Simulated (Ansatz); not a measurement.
TiAl (CuAu type, space group P4/mmm)

```xyz
2
Lattice="2.7970 0.0000 0.0000 0.0000 2.7970 0.0000 0.0000 0.0000 4.0320" Properties=species:S:1:pos:R:3 pbc="T T T"
Al     1.3985     1.3985     2.0160
Ti     0.0000     0.0000     0.0000
```

Equation-of-state scan: isotropic scaling of the cell above, V₀ being its volume. Symmetry pins the atoms to their sites.

Computed with PBEsol (plane waves to 420 eV, PAW, scalar-relativistic; Ansatz, a quantum-chemistry and plane-wave program). k mesh 17×17×12 (Γ-centred), Fermi-Dirac smearing 0.05 eV. The energy includes the smearing's −TS. Compression counts positive. With the shape held, the modulus is that of even scaling; a crystal free to change shape is softer. The PAW data are Ansatz's earlier set. TiAl is run without spin polarisation. TiAl was relaxed with its symmetry unable to fall. ΔE is measured from the relaxed starting cell.

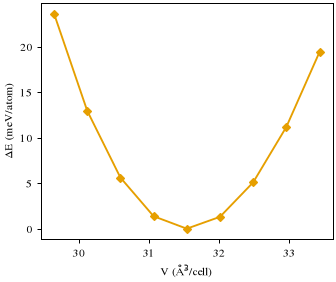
Figure: ΔE (meV/atom) against V (Å³/cell); one marker a computed point.

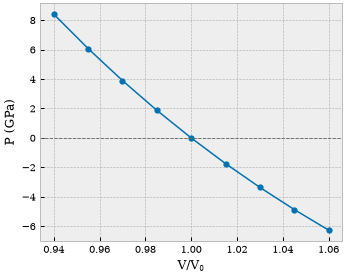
Figure. P (GPa) against V/V₀; markers are the computed points, lines only join them.

The energy cost of the largest expansion is 19 meV/atom and the pressure at the smallest volume is 8.4 GPa. The equilibrium volume of the fit is 15.77 Å³/atom, the pressure for 5 % compression (fit) is 6.8 GPa and the energy cost of the largest compression is 24 meV/atom.

P = (3B₀/2)(x⁷ − x⁵)[1 + ¾(B₀′ − 4)(x² − 1)] with x = (1/0.95)^(1/3), B₀ = 120 GPa and B₀′ = 3.90.

(Under strain, the slope of the energy per volume gives the stress and its curvature an elastic modulus.)
